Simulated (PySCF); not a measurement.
Zn(SiH3)(GeH3), SMILES [SiH3][Zn][GeH3] at its B3LYP/def2-SVP optimised geometry (Å):

```
9

Zn    -1.5072    -1.9968    -1.8632
Si    -2.4412    -3.2339    -3.7078
H     -3.8967    -3.5263    -3.5074
H     -1.7562    -4.5518    -3.9030
H     -2.3223    -2.4868    -5.0009
Ge    -0.5627    -0.7457     0.0000
H      0.9881    -0.7457     0.0000
H     -0.9881     0.7457     0.0000
H     -0.9882    -1.3095     1.3806
```

Calculation: B3LYP/def2-TZVP in PySCF. Cells within 0.4 Å of a nucleus heavier than hydrogen are left out (blank, or x).

Map of the Laplacian of the electron density (e/bohr⁵), clipped to [-1.50, 1.50] on the plane z = 0.0 Å:

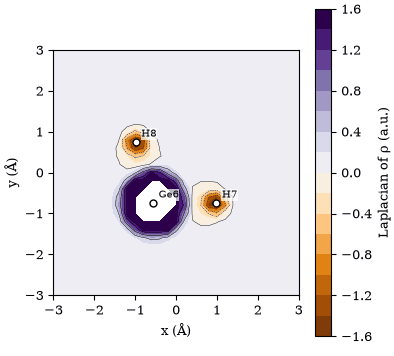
Figure: Laplacian of the electron density (e/bohr⁵), clipped to [-1.50, 1.50] on the plane z = 0.0 Å.
